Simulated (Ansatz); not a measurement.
# GaHClO (SMILES [O][GaH][Cl]) at RPA@PBE/def2-SVPD

Aim: the vertical doublet–quartet gap of GaHClO at RPA@PBE/def2-SVPD, from 2 runs. 

The results are computed with Ansatz 0.2.0.

70 further runs of the same task are left out: 1 that didn't finish, 69 set aside as unsound or not needed. Runs told in other sessions of the task aren't counted.

## (1) The structure to begin with

GaHClO: 4 atoms, total charge 0, spin state doublet. SMILES: `[O][GaH][Cl]`. Geometry: relaxed at PBE0-D4/def2-TZVP.

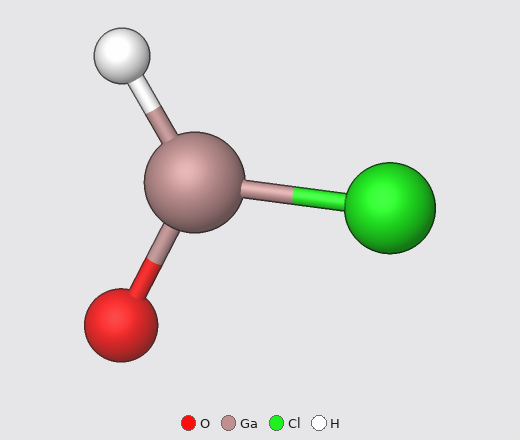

Viewed from a chosen angle; oxygen red, gallium pink, chlorine green, hydrogen white.

## (2) A single-point energy at RPA@PBE/def2-SVPD

in.yaml

```yaml
crystal:
  periodic: [false, false, false]
  atoms:
    - symbol: O
      position_ang: [-1.739800, -0.117700, -0.212200]
    - symbol: Ga
      position_ang: [0.030900, 0.144300, -0.061200]
    - symbol: Cl
      position_ang: [1.050700, -1.557300, 0.708800]
    - symbol: H
      position_ang: [0.713700, 1.470500, -0.455700]
basis:
  gaussian:
    orbitals: def2-SVPD
magnetization:
  spin_polarized: true
  initial_magnetization: 1
hamiltonian:
  xc: {name: PBE}
correlation:
  method: rpa
  frozen_orbitals: {Cl: 5, Ga: 9, H: 0, O: 1}
accuracy: high
```

Run with:

```console
$ ansatz run in.yaml --threads 1 --pin off --max-ram 3480MiB --events-out events.jsonl --progress --plain --runs-dir runs
```

Standard output:

```text
Warning: RAYON_NUM_THREADS=1 ignored (pool sized by the plan → 1); use --threads N
Functional definition: PBE
  name "PBE"
  parameter kappa = 0.804
  parameter beta = 0.06672455060314922
  exchange = pbe_x(kappa = kappa, mu = beta*pi^2/3)
  correlation = pbe_c(beta = beta)
1788 factors; integrals over basis functions are off by at most 4.1e-9 eV
mean field evaluation 1: about -66916.8499 eV, gradient 6.2e1 eV
mean field evaluation 2: about -66916.8488 eV, gradient 6.2e1 eV
mean field evaluation 4: about -66932.7424 eV, gradient 1.9e1 eV
mean field evaluation 8: about -66936.3424 eV, gradient 5.2e0 eV
mean field evaluation 16: about -66936.4954 eV, gradient 1.8e-3 eV
mean field evaluation 32: about -66936.4954 eV, gradient 1.1e-7 eV
mean field evaluation 64: about -66883.5393 eV, gradient 5.6e1 eV
mean field -66936.49542027 eV, -2459.8708355086 hartree, gradient 1.1e-8 eV, S^2 0.753939; 4 other end points of the search recorded, 0 dependent functions left out
15 core orbitals not correlated: weight in the atoms' cores, before any rotation towards them, 1.000 or more for the frozen orbitals, at most 0.000 for the correlated occupied ones
reference -66878.07531097 eV, -2457.7239360907 hartree; 14, 13 occupied and 67, 68 virtual orbitals, 1788 factors
Total energy: -66899.80075749 eV, -2458.5223315242 hartree
```

Run time: 29 s. Hardware: 1 thread of Arm Neoverse V2, shared host; peak memory 0.38 GiB.

## (3) The quartet at the same level

in.yaml

```yaml
crystal:
  periodic: [false, false, false]
  atoms:
    - {symbol: O, position_ang: [-1.739800, -0.117700, -0.212200]}
    - {symbol: Ga, position_ang: [0.030900, 0.144300, -0.061200]}
    - {symbol: Cl, position_ang: [1.050700, -1.557300, 0.708800]}
    - {symbol: H, position_ang: [0.713700, 1.470500, -0.455700]}
basis:
  gaussian:
    orbitals: def2-SVPD
magnetization:
  spin_polarized: true
  initial_magnetization: 3
hamiltonian:
  xc: {name: PBE}
correlation:
  method: rpa
  frozen_orbitals: {Cl: 5, Ga: 9, H: 0, O: 1}
accuracy: high
```

Run with:

```console
$ ansatz run in.yaml --threads 1 --pin off --max-ram 3480MiB --events-out events.jsonl --progress --plain --runs-dir runs
```

Standard output, shortened:

```text
Warning: RAYON_NUM_THREADS=1 ignored (pool sized by the plan → 1); use --threads N
[... 2 set-up lines as earlier in the session ...]
[...]
1788 factors; integrals over basis functions are off by at most 4.1e-9 eV
[...]
mean field -66931.10625956 eV, -2459.6727875054 hartree, gradient 9.0e-8 eV, S^2 3.755454; 10 other end points of the search recorded, 0 dependent functions left out
15 core orbitals not correlated: weight in the atoms' cores, before any rotation towards them, 1.000 or more for the frozen orbitals, at most 0.000 for the correlated occupied ones
reference -66870.89255348 eV, -2457.4599746215 hartree; 15, 12 occupied and 66, 69 virtual orbitals, 1788 factors
Total energy: -66894.52402677 eV, -2458.3284152467 hartree
```

Wall time 79 s (1 thread of Arm Neoverse V2, shared host); peak memory 0.41 GiB.

## (4) Summary of results

At RPA@PBE/def2-SVPD, 15 core orbitals frozen:

| quantity | value |
| --- | --- |
| doublet: total energy | -2458.52233 Eh |
| doublet: RPA correlation energy (valence) | -798.4 mEh |
| doublet: ⟨S²⟩ of the reference determinant | 0.754 |
| quartet: total energy | -2458.32842 Eh |
| quartet: RPA correlation energy (valence) | -868.4 mEh |
| quartet: ⟨S²⟩ of the reference determinant | 3.755 |
| vertical energy of the quartet above the doublet | 5.277 eV |

What this shows: At this shape the quartet lies 5.28 eV (509 kJ/mol) above the doublet.
